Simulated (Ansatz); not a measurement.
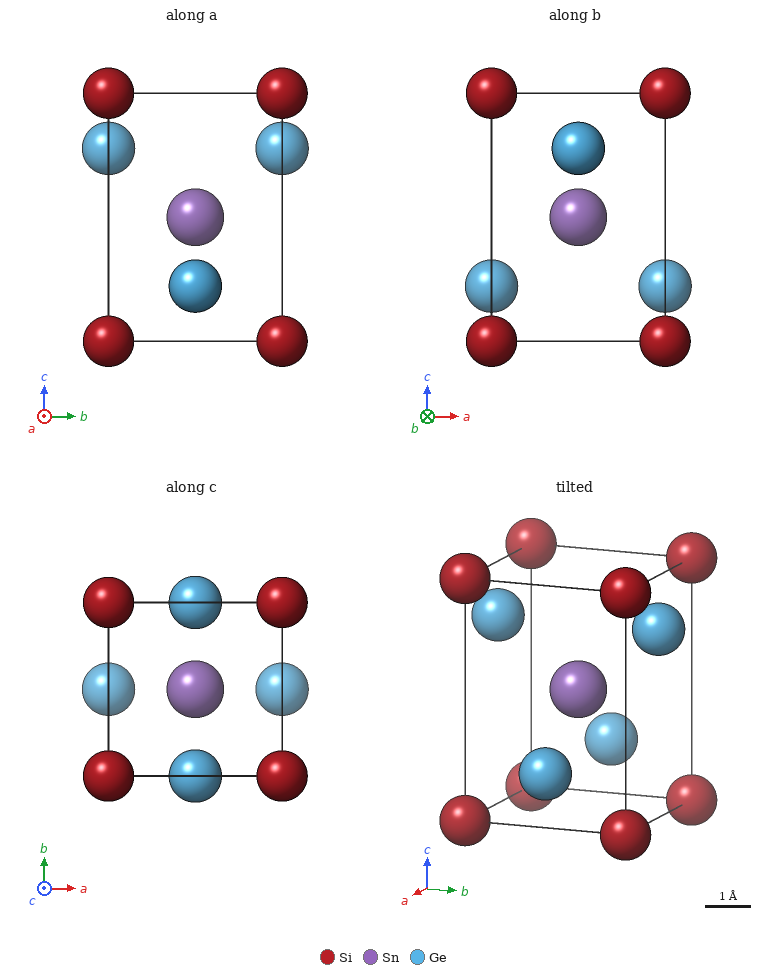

The figure gives a spheres-only picture of the atoms, viewed along the a axis, along the b axis, along the c axis and slightly off an axis. The outline marks the conventional unit cell.

Lattice parameters: a = 3.9221 Å, b = 3.9221 Å, c = 5.6056 Å, α = 90.000°, β = 90.000°, γ = 90.000°.

> Set out the cell and atoms as a CIF with its space group and independent sites, with free fractional coordinates to two decimals.

```cif
data_structure
_symmetry_space_group_name_H-M 'P -4 m 2'
_symmetry_Int_Tables_number 115
_cell_length_a 3.9221
_cell_length_b 3.9221
_cell_length_c 5.6056
_cell_angle_alpha 90.000
_cell_angle_beta 90.000
_cell_angle_gamma 90.000
_cell_volume 86.23
loop_
_atom_site_label
_atom_site_type_symbol
_atom_site_symmetry_multiplicity
_atom_site_Wyckoff_symbol
_atom_site_fract_x
_atom_site_fract_y
_atom_site_fract_z
_atom_site_occupancy
Si1 Si 1 a 0.00 0.00 0.00 1
Sn1 Sn 1 c 0.50 0.50 0.50 1
Ge1 Ge 2 g 0.50 0.00 0.78 1
```

It goes back to a structure type filled with these elements by a generator (whether the compound takes this form wasn't checked). It was relaxed with DFT PBE, scalar-relativistic, plane waves, PAW (Ansatz 0.2.0) under a constraint or pressure on the cell, so some stress remains.

At this level of theory the cell isn't at rest (compressed, at 15 GPa), so its distances can differ from those at equilibrium, the more so the softer the solid.
